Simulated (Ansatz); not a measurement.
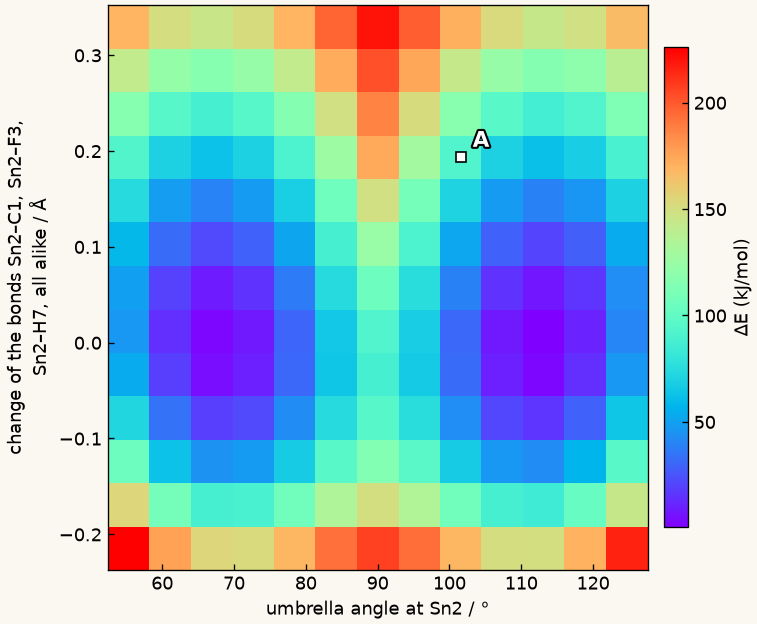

CH4FSn, SMILES [CH3][SnH][F], spin multiplicity 2. 
- First axis: umbrella angle at Sn2 (between each of its bonds and their common axis; 90 is planar). Second axis: change of the bonds Sn2–C1, Sn2–F3, Sn2–H7, all alike.
- Nothing is relaxed (all other coordinates rigid).
- The scan uses a 13 × 13 grid.
- Points are written as (first, second).
- Energies are in kJ/mol, from the relaxed molecule at the same level.
- Energies and slopes of some neighbouring points disagree (a jump in structure or state, or too coarse a mesh).
- The calculation used UKS PBE0-D4/def2-TZVP (Ansatz 0.2.0).

In the figure: one coloured cell a grid point, the point A.

Question: Is A at rest? If not, where is it pushed?

Answer: A, at (101.6°, 0.194 Å), is not a stationary point. The computed force is 5.1 kJ/mol for each degree towards larger values of the first coordinate and 510 kJ/mol for each Å towards smaller values of the second coordinate.
